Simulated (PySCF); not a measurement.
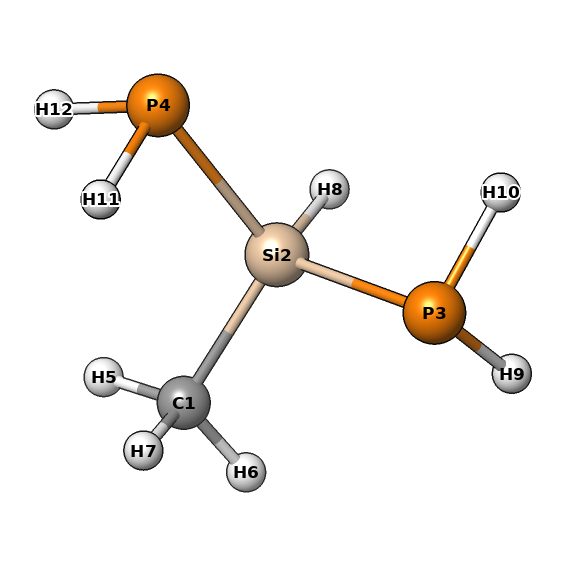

Computed geometry: PBE0-D3(BJ)/def2-SVP optimisation. No frequency run is at hand to confirm it as a minimum. Level of theory: delta-SCF UKS SCAN, pcX-2 on the ionised atom, pcseg-1 elsewhere, spin-free X2C (PySCF 2.14.0).

Give the core-electron binding energies (to vacuum; p and d levels without spin–orbit splitting) of C1 1s, Si2 1s, Si2 2p, P3 1s, P3 2p.

```tsv
atom	level	binding energy (eV)
C1	1s	290.3
Si2	1s	1846.2
Si2	2p	106.7
P3	1s	2149.7
P3	2p	136.5
```
